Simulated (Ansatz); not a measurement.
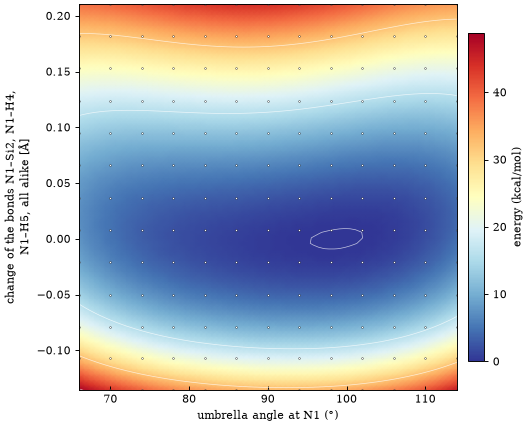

ClH4NSi, SMILES N[SiH2]Cl. Coordinates scanned: (1) umbrella angle at N1 (between each of its bonds and their common axis; 90 is planar); (2) change of the bonds N1–Si2, N1–H4, N1–H5, all alike. Nothing is relaxed (all other coordinates rigid). The grid has 13 × 13 points. Points are written as (first, second). Energies are in kcal/mol, from the lowest grid point. Computed with RKS B3LYP-D4/def2-TZVP in Ansatz 0.2.0.

In the figure: a smooth colour map with a few white contour lines, dots at the grid points. Between grid points the surface is interpolated.

The lowest grid point is at (98°, 0.008 Å). It is the only kind of minimum in the scanned range. The highest grid point, (66°, −0.136 Å), lies 48.9 kcal/mol above the lowest.

The system is changed to FH₄NSi, SMILES N[SiH2]F; the new grid has 15 × 15 points, laid about the new relaxed structure.

**How does the landscape change?**

The minimum (interpolated where it lies between grid points) moves from about (99°, 0.000 Å) to about (97°, 0.000 Å). The curvature at the minimum changes from about 3 to 2.3 eV/rad² along the first coordinate and by less than a tenth (about 122) eV/Å² along the second coordinate.

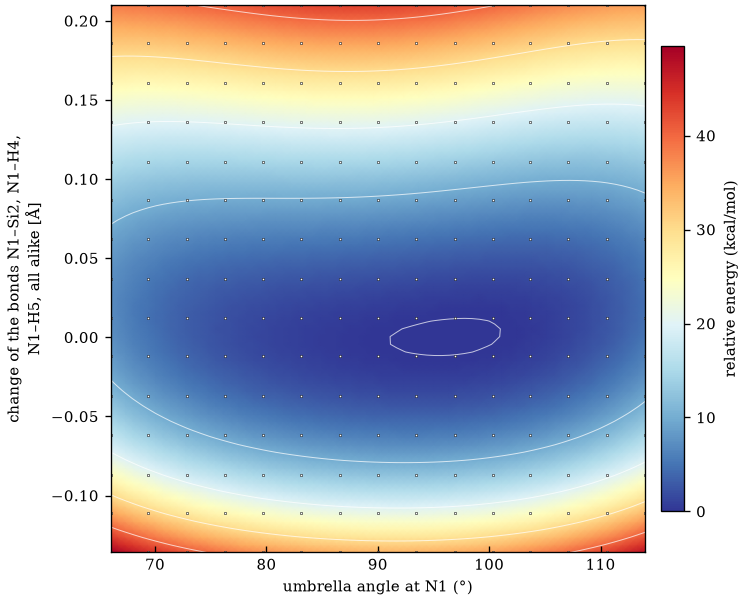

The map after the change, on a colour scale of its own. In the figure: a smooth colour map with a few white contour lines, dots at the grid points. Between grid points the surface is interpolated.
